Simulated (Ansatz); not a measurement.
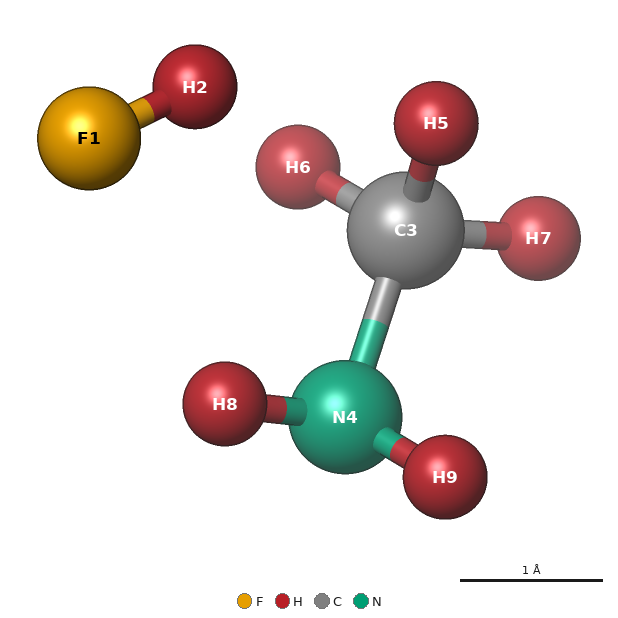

Orthographic view. Distant atoms are faded towards the background colour. Computed geometry: PBE-D4/def2-SVP optimisation. No frequency run is at hand to confirm it as a minimum.

List the bonded neighbours of every atom.

F1: H2
H2: F1
C3: N4, H5, H6, H7
N4: C3, H8, H9
H5: C3
H6: C3
H7: C3
H8: N4
H9: N4
